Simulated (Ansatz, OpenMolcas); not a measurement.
# How methods differ on PN (phosphorus nitride)

PN: 2 atoms, total charge 0, spin state singlet. As SMILES, `N#P`. The bond length is the measured one.

```xyz
2

N     0.0000    0.0000    0.0000
P     0.0000    0.0000    1.4909
```

Each level gives the energy change with the N1–P2 bond stretched from 1.491 to 1.864 Å (eV). The values are calculated.

```csv
level,kind,program,value (eV),less FCI/STO-3G,CPU time (all runs)
r2SCAN/STO-3G (restricted),meta-GGA,Ansatz,2.39,+0.78,1.4 s
B3LYP/STO-3G (restricted),global hybrid,OpenMolcas,2.52,+0.91,5.4 s
HSE06/STO-3G (restricted),range-separated hybrid,Ansatz,2.73,+1.12,0.73 s
wB97X/STO-3G (restricted),range-separated hybrid,Ansatz,3.15,+1.54,2.5 s
MP2/STO-3G (unrestricted),perturbation theory,Ansatz,3.48,+1.87,0.22 s
MP2/STO-3G (restricted),perturbation theory,OpenMolcas,0.00,-1.61,3.1 s
"MRCI(4,4)/STO-3G",multireference,OpenMolcas,1.62,+0.01,3.6 s
CCSDTQ/STO-3G (restricted),coupled cluster or CI,Ansatz,1.64,+0.03,3.9 s
FCI/STO-3G,exact in the basis,OpenMolcas,1.61,0.00,3.9 s
```

FCI/STO-3G is exact within its basis and frozen core, so for wave-function methods in that basis the difference is their error; functionals converge differently with the basis, so for them it is only a difference. The first shape isn't each level's own minimum. The values span 0.00 to 3.48 eV. Spin contamination of the reference (⟨S²⟩ at least 0.1 too high) touches MP2/STO-3G. All rows use very small basis sets, so even the best lies far from the true value. CPU times are rough (shared hosts, several kinds of processor): they show what a rung costs within a factor of a few.

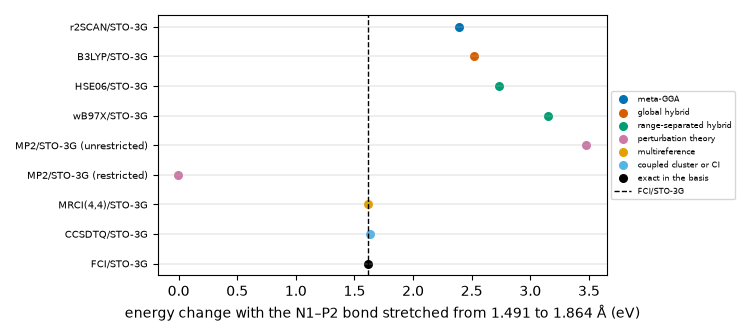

The values of the table, level by level.
